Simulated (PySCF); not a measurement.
**PbSH₂: the energy surface near the minimum**

How stiff is PbSH₂ (singlet) against rigid distortions? The scans start from its PBE0 minimum.

Computed with PySCF 2.14.0. Level: PBE0, basis Pb def2-TZVP with ECP60, S def2-TZVP, H def2-TZVP, scalar-relativistic core potentials, no spin–orbit coupling, density fitting.

## 1. The system as given

4 atoms, charge 0, spin multiplicity 1.

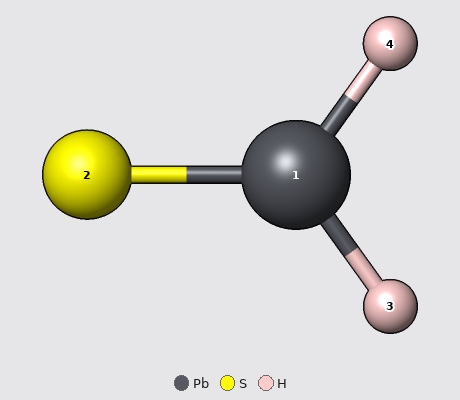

As it starts; lead dark grey, sulfur yellow, hydrogen pink; atoms are numbered from 1 in the order of the file.

```xyz
4
charge 0 multiplicity 1
Pb    0.0000    0.0000    0.0000
S    -1.1312   -1.9594    0.2221
H     1.7548    0.1685   -0.1004
H    -0.7315    1.6040   -0.1004
```

## 2. Breathing scan

One driver script runs all scans and calls PySCF for each point, on a (75, 302) grid.

The run is started by

```sh
OMP_NUM_THREADS=2 python axn.py task.json out
```

A rigid scan with PBE0: all bonds to the central atom are scaled together. Each point starts from its neighbour's orbitals, and energies count from the minimum.

| scale of all bonds to the centre | energy (kJ/mol) | dipole size (D) |
| --- | --- | --- |
| 0.88 | 183.8 | 3.18 |
| 0.92 | 71.4 | 3.35 |
| 0.96 | 15.7 | 3.52 |
| 1.00 | 0.0 | 3.67 |
| 1.04 | 12.2 | 3.79 |
| 1.08 | 43.2 | 3.87 |
| 1.14 | 110.6 | 3.93 |
| 1.22 | 217.3 | 3.87 |
| 1.35 | 390.2 | 3.47 |

The scan took 9.7 s on 2 threads of Arm Neoverse V2, shared host.

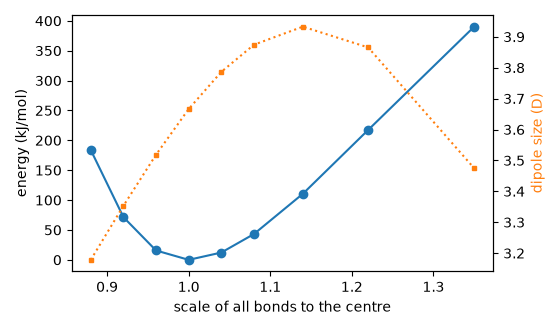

Energy (circles) and dipole moment (squares) along the scan.

## 3. Stretching one bond

A rigid scan with PBE0: the bond from Pb to the last atom (H) is scaled and the rest held.

| scale of one bond | energy (kJ/mol) | dipole size (D) |
| --- | --- | --- |
| 0.92 | 13.9 | 3.84 |
| 0.96 | 3.1 | 3.75 |
| 1.00 | 0.0 | 3.67 |
| 1.05 | 4.0 | 3.55 |
| 1.12 | 19.5 | 3.40 |
| 1.20 | 45.6 | 3.23 |
| 1.35 | 103.6 | 2.97 |
| 1.55 | 178.9 | 2.79 |
| 1.80 | 254.4 | 2.76 |
| 2.20 | 331.2 | 2.85 |

The scan took 11 s.

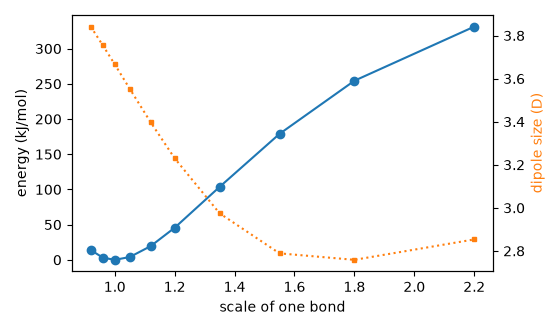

Energy (circles) and dipole moment (squares) along the scan.

A restricted determinant lies too high at long bonds, where the pair should uncouple.

## 4. Results

| quantity | value |
| --- | --- |
| all bonds 4 % longer | 12.2 kJ/mol |
| one bond 20 % longer | 45.6 kJ/mol |

In words: Shortening all bonds by 4 % costs 15.7 kJ/mol and lengthening them 12.2: the wall is steeper on the short side. With an element this heavy the missing spin–orbit coupling can shift these numbers.
